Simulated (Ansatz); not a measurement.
Three curves of one kind of scan: energy against volume (even scaling of the relaxed cell, symmetry kept). The numbers are results of PBE (plane waves to 420 eV, PAW, scalar-relativistic; Ansatz, a quantum-chemistry and plane-wave program), not measurements. Each is measured from its own zero (the relaxed starting cell). 

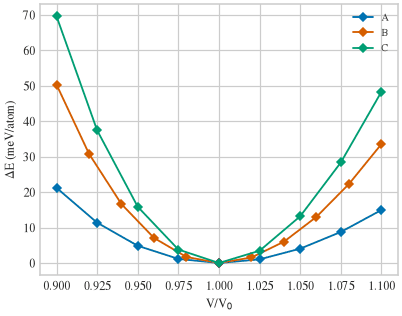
Fig. 1. Curves A, B and C.

### Question
Which curve belongs to the crystal with a fitted bulk modulus of 67.3 GPa and a relaxed volume of 8.41 Å³/atom?

### Answer
Curve A, LiF (rock salt): near the minimum ΔE ≈ ½·B₀·V₀·(V/V₀ − 1)², with B₀·V₀ = 3.5 eV/atom.

All were relaxed with their symmetry unable to fall. At this level the bands of HgSe touch or barely overlap. FeO is run spin-polarised and with no Hubbard U; the real compound is an antiferromagnetic insulator, a state that this run doesn't describe. Relaxed FeO ends ferromagnetic. Spin-orbit coupling is left out. The relaxed volume of HgSe is well above the measured one; the method has no dispersion term. Other magnetic orders were not checked, so this need not be the ground state. (This holds for the magnetic or f-shell members.)

(Under strain, the slope of the energy per volume gives the stress and its curvature an elastic modulus.)
